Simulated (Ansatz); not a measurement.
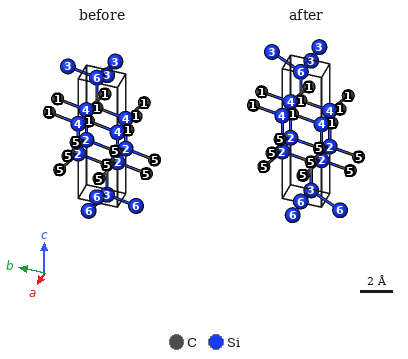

The structure of crystalline Si2C (a generated structure, set up in P-3m1) before (left) and after (right) a relaxation, at one scale.

The picture is a ball-and-stick view of the cell of the calculation, seen from a free direction.

Method: Ansatz, DFT, PBE, plane waves, PAW. Settings: plane-wave cutoff 420 eV; k-point mesh 12 × 12 × 4; occupations fermi dirac; smearing width 0.02 eV; no spin polarisation; cell and atoms relaxed; force threshold 0.005 eV/Å.

What changed between the two?

Answer. Over 9 accepted moves (11 points after the start) the energy falls by 3.210 eV per cell of the calculation. Largest force component: 8 eV/Å at the start, 0.0013 eV/Å at the end. The pressure goes from 33.17 to 0.00 GPa. The SCF was repeated twice at an unchanged geometry on a basis and grid sized afresh for the cell, which shifted the energy by 13.0 meV per cell of the calculation at most. The largest moves relative to the cell, 0.26 Å, are those of Si3 and Si6. Si3 goes along +c. Largest moves by element: Si 0.26 Å, C 0.01 Å. The drawn cell changes as follows: a = b 3.244 → 3.241 Å (−0.1 %), c 7.947 → 8.619 Å (+8.5 %); the volume changes by +8.2 %. Near-neighbour distances that change, for instance: Si2–Si4 1.987 → 2.383 Å, Si3–Si6 1.987 → 2.242 Å, C1–Si6 1.987 → 1.905 Å, C1–Si4 1.987 → 1.964 Å. Bond angles that change, for instance: Si6–Si3–Si6 109.5° → 92.6°, C5–Si3–Si6 109.5° → 123.4°. The space group stays P-3m1 (No. 164).
